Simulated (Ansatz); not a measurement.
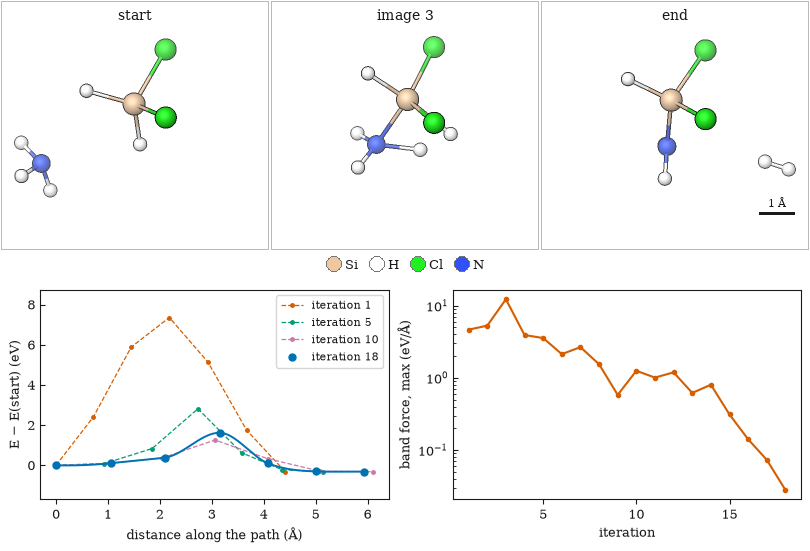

A search for the minimum-energy path of SiNH₅Cl₂, made up of SiH₂Cl₂ and NH$_{3}$ by the nudged elastic band. Images are numbered from 0 (start) to 6 (end). The plot follows the band through its iterations. Style: ball-and-stick. Shown from a free direction.

These are results of RKS PBE0-D4/def2-SVP (Ansatz), not measurements. Run with 5 movable images; climbing image.

### Did the band converge, and can the barrier be trusted?

The run is converged, with reservations. The band converged in 18 iterations. The largest component of the band force went from 4.7 to 0.028 eV/Å. The climbing image converged on the top of the path. Its curvatures weren't checked. The largest force component is 0.42 eV/Å at the start and 0.40 eV/Å at the end; an end with forces this large is no minimum, and the barrier measured from it can be far off. The first iteration put the highest image at 7.36 eV. The energy climbs by 1.62 eV to image 3 and then falls by 1.94 eV, so the end point sits at −0.32 eV.

Limits of the set-up: the start holds two separate molecules, 3.0 Å apart at their closest, whose relative position is a soft coordinate.

Cost: 120 s on 4 threads of Arm Neoverse V2, on a shared host.
